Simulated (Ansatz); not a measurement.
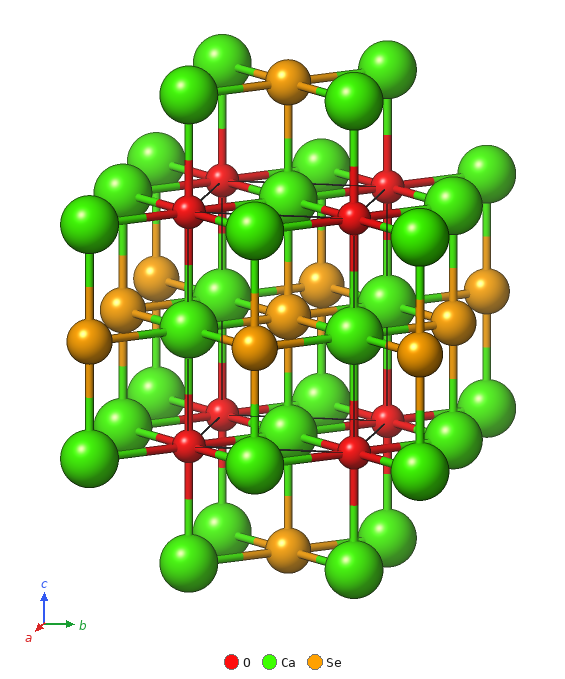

The crystal in a ball-and-stick representation, seen slightly off an axis. Thin lines show the conventional unit cell, with boundary atoms drawn in all their periodic places. Periodic images bonded to atoms of the box are shown as well.

Ca2SeO, space group P4/mmm (No. 123), a = 3.883 Å, b = 3.883 Å, c = 5.494 Å, α = 90.00°, β = 90.00°, γ = 90.00°. Starting structure: a structure type filled with these elements by a generator (whether the compound takes this form wasn't checked). Earlier steps of the study may have refined or changed the cell and positions. It was the input of a calculation with Ansatz.

This one geometry was computed with Ansatz (DFT, plane waves, PAW) at five levels of theory: PBE, HSE06, PBE with spin-orbit coupling, r2SCAN and PBE0. It was relaxed beforehand with r2SCAN.

How does the band gap change with the level of theory?

Answer. PBE with spin-orbit coupling: a gap of 2.01 eV, direct; PBE: a gap of 2.06 eV, direct; r2SCAN: a gap of 2.51 eV, direct; HSE06: a gap of 3.23 eV, direct; PBE0: a gap of 3.95 eV, direct.

Collect the results in a table.

Answer.
| level | cutoff (eV) | k-mesh of the run's cell | gap (eV) | pressure (GPa) |
| --- | --- | --- | --- | --- |
| PBE | 420 | 6×6×6 | 2.06 | 1.0 |
| HSE06 | 420 | 4×4×4 | 3.23 | 0.2 |
| PBE with spin-orbit coupling | 420 | 6×6×6 | 2.01 | 1.0 |
| r2SCAN | 500 | 6×6×6 | 2.51 | 0.0 |
| PBE0 | 420 | 4×4×4 | 3.95 | 0.2 |

Gaps are taken on the k-mesh or band path of each run.
